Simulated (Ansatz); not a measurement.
**AlH12O5S (charge +3): density, localisation and related maps**

Input file:

```
crystal:
  periodic: [false, false, false]
  atoms:
    - {symbol: Al, position_ang: [-0.034957, 0.005327, -0.051721]}
    - {symbol: S, position_ang: [-0.358153, -0.155637, 2.404701]}
    - {symbol: H, position_ang: [0.336043, -1.246297, 2.861217]}
    - {symbol: H, position_ang: [0.435971, 0.785186, 3.008128]}
    - {symbol: O, position_ang: [0.051427, 0.142375, -1.993226]}
    - {symbol: H, position_ang: [0.040044, -0.604631, -2.637855]}
    - {symbol: H, position_ang: [0.094827, 0.973557, -2.523280]}
    - {symbol: O, position_ang: [1.909954, -0.068220, -0.000592]}
    - {symbol: H, position_ang: [2.504390, -0.032298, -0.788999]}
    - {symbol: H, position_ang: [2.499359, -0.147404, 0.786244]}
    - {symbol: O, position_ang: [-1.984450, 0.081664, -0.147572]}
    - {symbol: H, position_ang: [-2.526861, 0.157995, -0.969195]}
    - {symbol: H, position_ang: [-2.622170, 0.053435, 0.606743]}
    - {symbol: O, position_ang: [0.018730, 1.952007, 0.030870]}
    - {symbol: H, position_ang: [0.819126, 2.521674, 0.122151]}
    - {symbol: H, position_ang: [-0.760507, 2.556284, 0.072884]}
    - {symbol: O, position_ang: [-0.120167, -1.931856, -0.248370]}
    - {symbol: H, position_ang: [-0.940142, -2.479419, -0.291779]}
    - {symbol: H, position_ang: [0.637545, -2.563741, -0.240349]}
basis:
  gaussian: {orbitals: def2-TZVP, initial_orbitals: start.molden}
total_charge: 3
hamiltonian: {xc: pbe0, dispersion: d4}
scf: {omitted_lower_state_checks: [starts]}
output: {orbitals: {seedname: orbitals}}
```

Launched as:

```sh
ansatz run in.yaml --threads 4 --pin off --events-out ev --progress --plain --max-ram 4787MiB
```

Geometry: PBE-D4/def2-SVP.

Theory: Ansatz 0.2.0, RKS PBE0-D4/def2-TZVP.

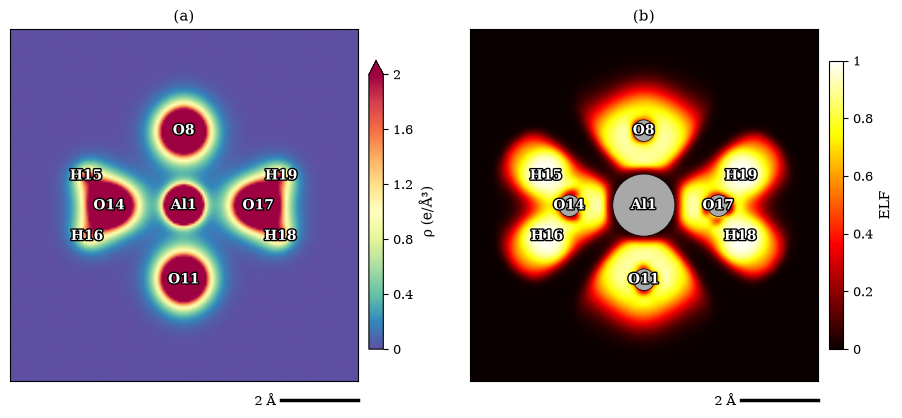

Figure 1. (a) total electron density; (b) electron localisation function on the plane of atoms Al1, O17 and H18. Grey discs cover the atomic cores in the ELF map.

Q: Read the bonding off the picture.

A: The plane passes through Al, O and H nuclei. Al–O (1.95 Å): ρ is about 0.49 e/Å³ halfway; the ELF peaks at about 0.90 in the valence shell of O, 0.7 Å from its nucleus, and is about 0.50 at the midpoint. O–H (0.99 Å): the density is about 3.7 e/Å³ at the midpoint; the ELF climbs to about 1 towards the hydrogen, as it does in any bond to H (an ordinary covalent bond to hydrogen). The ELF also peaks beside O11, away from the bonds: lone-pair regions.

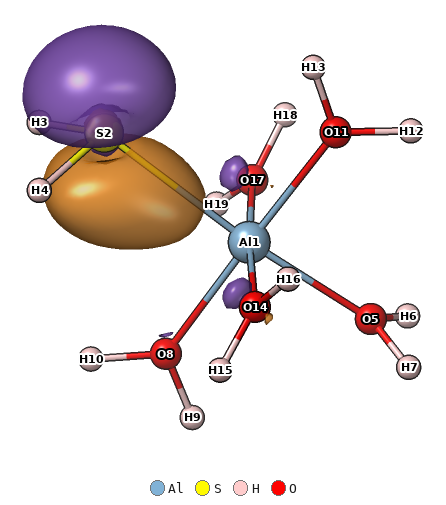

Figure 2. One frontier orbital at ±0.2 Å⁻³ᐟ² (orange and purple are the two phases), seen at an oblique angle.

Q: Which orbital is it: HOMO or LUMO?

A: The HOMO, at −21.26 eV. It lies mainly on S2 (about 80 %); largely a lone pair of S2.

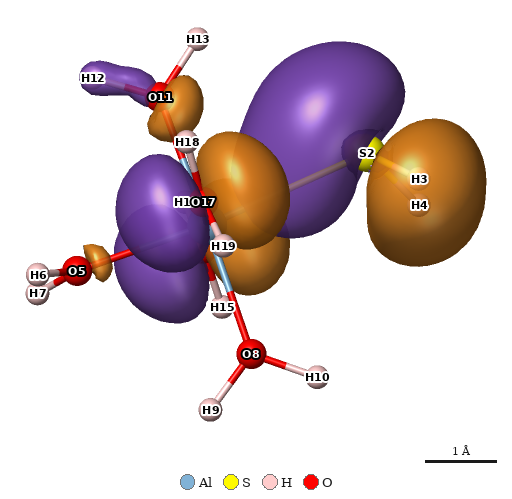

Figure 3. The HOMO−1 at ±0.08 Å⁻³ᐟ² (orange and purple are the two phases), seen from one side.

Q: Describe this orbital and give its energy.

A: By Hirshfeld shares it lies mainly on S2 (about 45 %), O14 (about 15 %), O17 (about 15 %), H4 (about 5 %) and H3 (about 5 %); largely a combination of lone pairs on S2, O14 and O17. Its energy is −23.49 eV.
